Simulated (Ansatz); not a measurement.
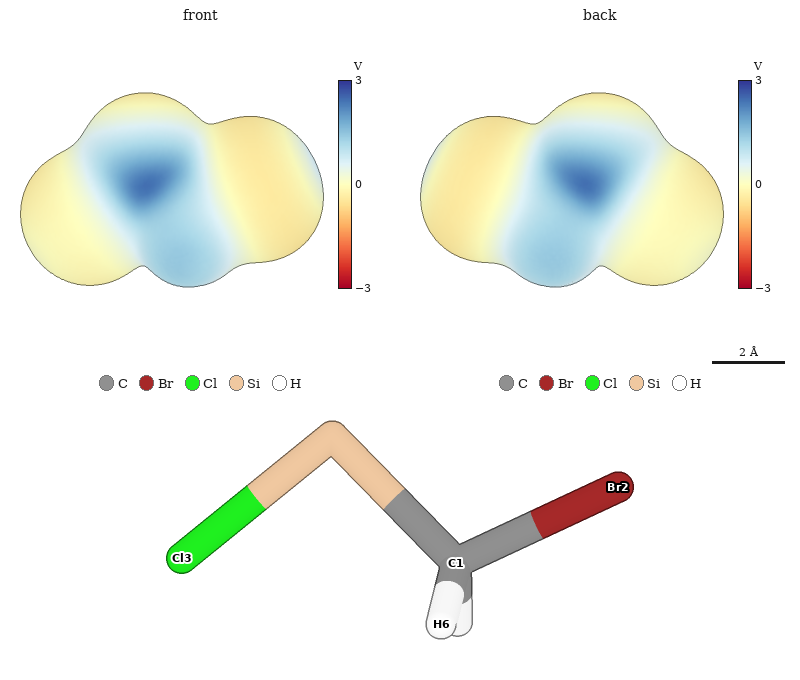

The picture shows: CH$_{2}$BrClSi. The molecular electrostatic potential painted on the density surface at 0.002 e/bohr³, seen from the front and from behind; red is negative and blue positive. The bare structure is drawn below in the same view.

Geometry: PBE0-D3(BJ)/def2-SVP.

All numbers below come from Ansatz 0.2.0, isolated molecule in a Gaussian basis; Kohn-Sham density functional theory, functional PBE0.

```csv
atom,x (Å),y (Å),z (Å)
C,0.6977,0.2380,2.7364
Br,0.3769,-1.6791,2.7526
Cl,0.3484,3.0115,1.6939
Si,-0.3077,1.0465,1.3156
H,0.4109,0.6413,3.7213
H,1.7810,0.4028,2.6168
```

Question: Describe the electrostatic potential map.

Answer: The most negative region (about −0.4 V) lies over Br2, the most positive (about +2.3 V) over Si4. Br2 shows a σ-hole: about +0.7 V at the tip opposite its bond, against about −0.3 V on its flanks.
